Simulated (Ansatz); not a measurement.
**C6H3Ga (SMILES C#[C][Ga]([C]#C)[C]#C): density, localisation and related maps**

```xyz
10

C    -1.4103   -0.3381    2.2589
C    -0.9930   -0.3171    1.1137
C    -1.0417    0.9749   -1.9143
C    -1.4894    1.7825   -2.7101
C     1.0051   -1.5085   -1.2172
C     1.8697   -2.2933   -1.5670
Ga   -0.3431   -0.2838   -0.6725
H    -1.7786   -0.3571    3.2699
H    -1.8844    2.4958   -3.4125
H     2.6331   -2.9862   -1.8759
```

Geometry: PBE0-D4/def2-SVP.

All numbers below come from isolated molecule in a Gaussian basis; Kohn-Sham density functional theory, functional PBE0 in Ansatz.

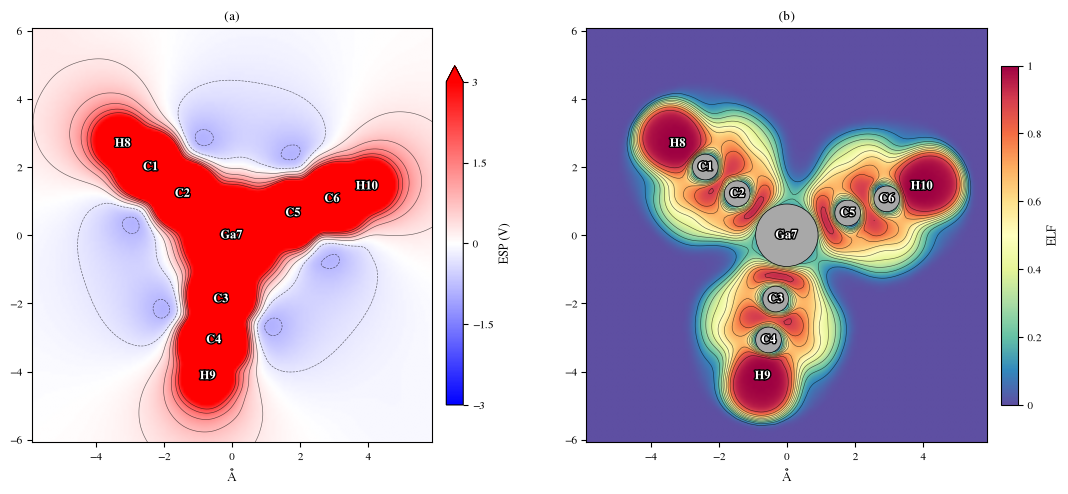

Figure 1. (a) electrostatic potential; (b) electron localisation function on the molecular plane. Grey discs cover the atomic cores in the ELF map.

Question: What does the map show?

Answer: The plane passes through C, Ga and H nuclei.
C–C (1.22 Å): the ELF peaks at about 0.85 between the atoms; a short, multiple covalent bond.
C–Ga (1.90 Å): the ELF peaks at about 0.95 in the valence shell of C, 0.7 Å from its nucleus, and is about 0.50 at the midpoint.
C–H (1.08 Å): the ELF climbs to about 1 towards the hydrogen, as it does in any bond to H: an ordinary covalent bond to hydrogen.
Outside the dense part of the molecule the potential is most negative (−0.9 V) near C2, C3 and C5.

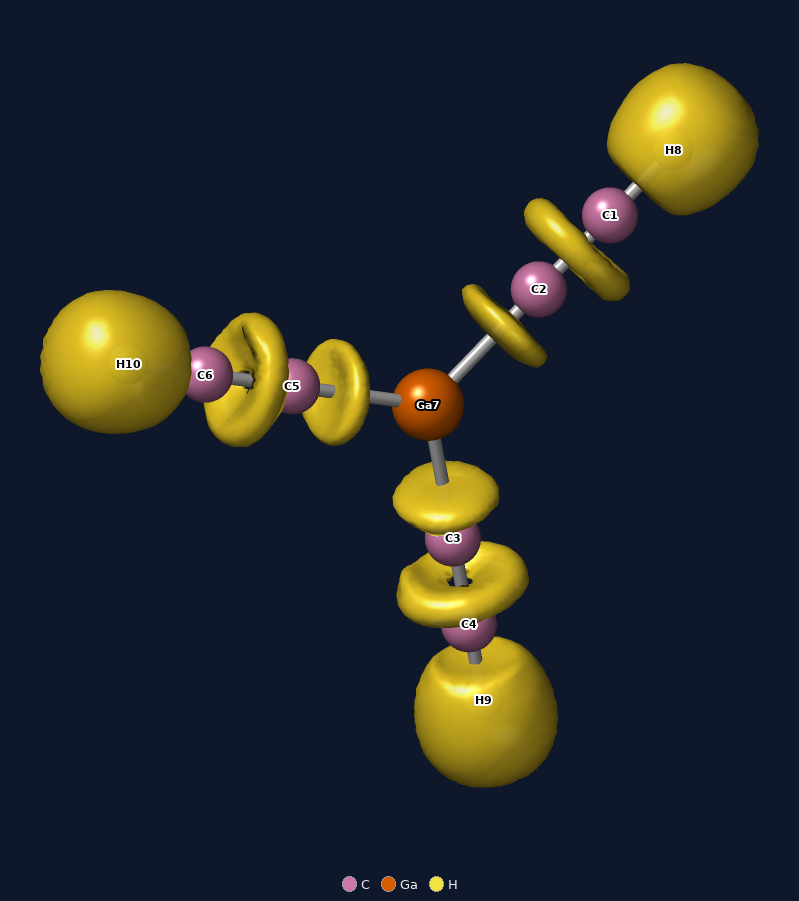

Figure 2. Isosurface of the ELF at 0.85 (yellow), seen at a tilt. Only the valence region is drawn (cores and ρ < 0.01 e/Å³ removed).

Question: Identify the bonds, lone pairs and shells in this picture.

Answer: The surface consists of three regions between bonded C–C atoms (shared pairs), three regions around hydrogen nuclei and three lobes of the valence shell of C pointing towards Ga (polar bonds).

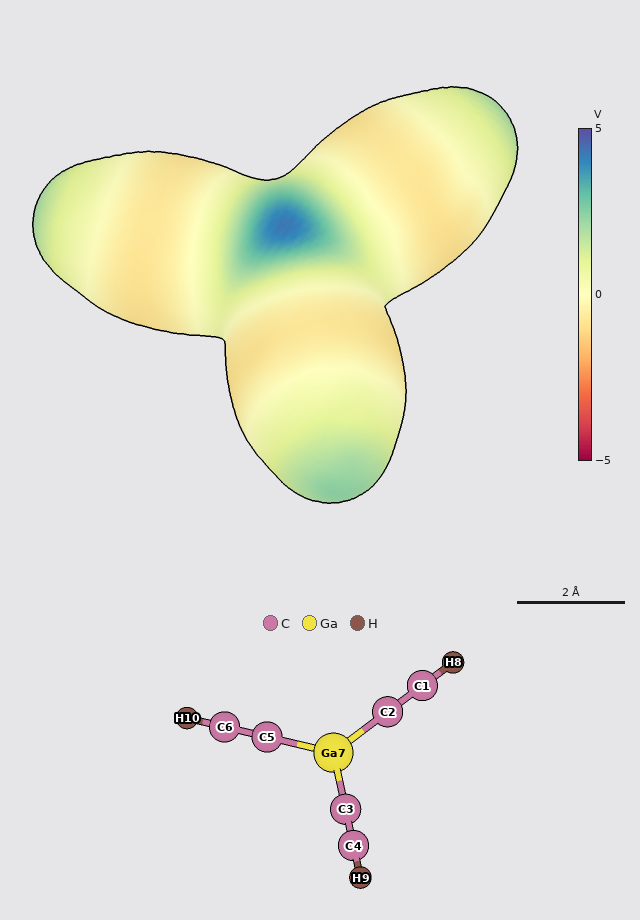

Figure 3. The electrostatic potential painted on the density surface at 0.004 e/bohr³, seen at a tilt; red is negative and blue positive. The bare structure is drawn below in the same view.

Question: Which sites attract a positive test charge, and which a negative one?

Answer: A positive charge is drawn to the negative regions and a negative charge to the positive ones. The most negative region (about −0.9 V, or −21 kcal/mol for a unit charge) lies over the C atoms, the most positive (about +4.2 V, or +97 kcal/mol for a unit charge) over Ga7.

Question: What dipole moment does the calculation give?

Answer: Its dipole moment is zero.
